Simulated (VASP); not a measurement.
Band structure of SnSe (space group Fm-3m). Level of theory: PBEsol GGA, VASP's PBE PAW potentials (set 64) (plane waves; VASP).

Unless said otherwise, spin-orbit coupling is left out, though it shifts the bands of the heavy elements here.

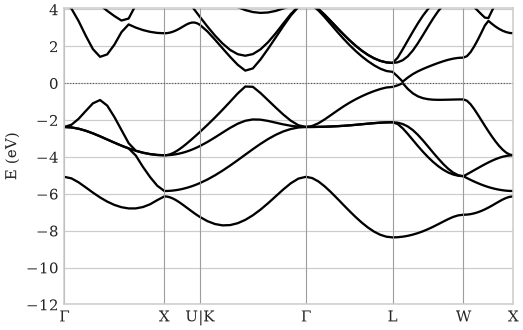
Figure. Bands along high-symmetry lines, zero at the valence-band maximum or, without a gap, the Fermi level

Read the plot: is there a gap, and where are the band edges?

The gap is direct, 0.08 eV, from the valence maximum at L-W at 0.14 to the conduction minimum at L-W at 0.14. (Edges off the drawn lines would not show.)

The structure comes from a computed database's SnSe entry (Fm-3m); how it stands against other phases isn't given here. It was relaxed first.
